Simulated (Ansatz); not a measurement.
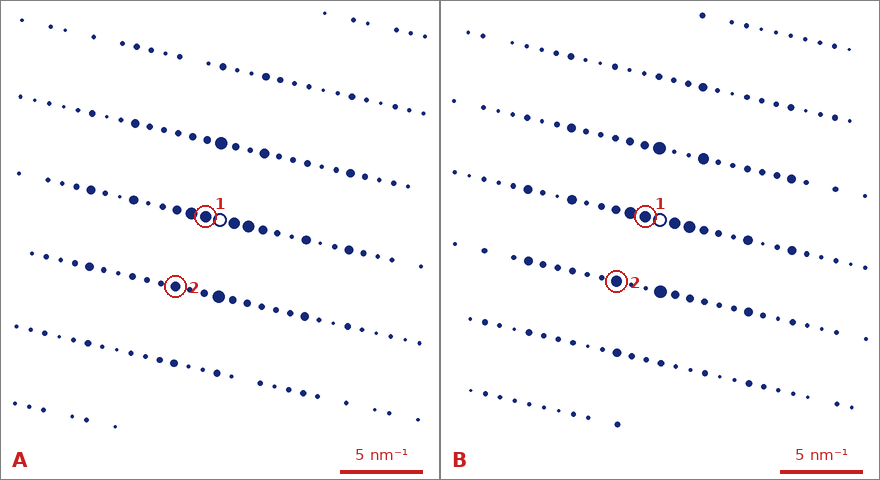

Kinematic electron diffraction patterns (200 kV, B = 0.5 Å², same scale) along [010] of the run's own cell, for the start and the end of one relaxation of B3F2 with DFT PBE, scalar-relativistic, plane waves, PAW in Ansatz 0.2.0. k mesh 18×16×4. The start is a generated model structure, and the relaxation ends in the nearest stationary point of its symmetry, not necessarily the ground state. Spot 1 is 0 0 -1 and spot 2 is -1 0 -2 in both.

Start structure:

```yaml
crystal:
  lattice:
    - [2.41406, 0.00000, 0.00000]
    - [1.13306, 2.34886, 0.00000]
    - [0.20412, 0.02477, 11.06615]
  atoms:
    - { symbol: B, position: [0.98889, 0.97206, 0.00034] }
    - { symbol: B, position: [0.66198, 0.68819, 0.54435] }
    - { symbol: B, position: [0.34358, 0.32579, 0.45548] }
    - { symbol: F, position: [0.65238, 0.69137, 0.66411] }
    - { symbol: F, position: [0.35317, 0.32259, 0.33572] }
```

Which pattern belongs to the start structure, and which to the relaxed one?

A is the start: its cell gives d(1) = 11.066 Å, d(2) = 2.034 Å and an angle of 69.3°. B is the relaxed structure, with d(1) = 10.821 Å (-2.2 %), d(2) = 2.167 Å (+6.5 %) and 67.7°.

Name reflections whose intensity changes strongly on relaxation.

1 0 0 goes from 9 to 0.39 % of the strongest spot; 1 0 7 goes from 3.2 to 8.8 % of the strongest spot; 1 0 -3 goes from 8.3 to 16 % of the strongest spot.

Summarise the relaxation behind the change.

The volume changed by -3.9 % to 12.07 Å³ an atom; with the mean shift removed, the atoms moved by up to 0.15 Å relative to the cell (F most); the space group stayed P1 (No. 1); the free energy fell by 32 meV an atom. Relaxed cell: a = 2.409 Å, b = 2.381 Å, c = 10.825 Å, α = 89.15°, β = 88.53°, γ = 76.42°.
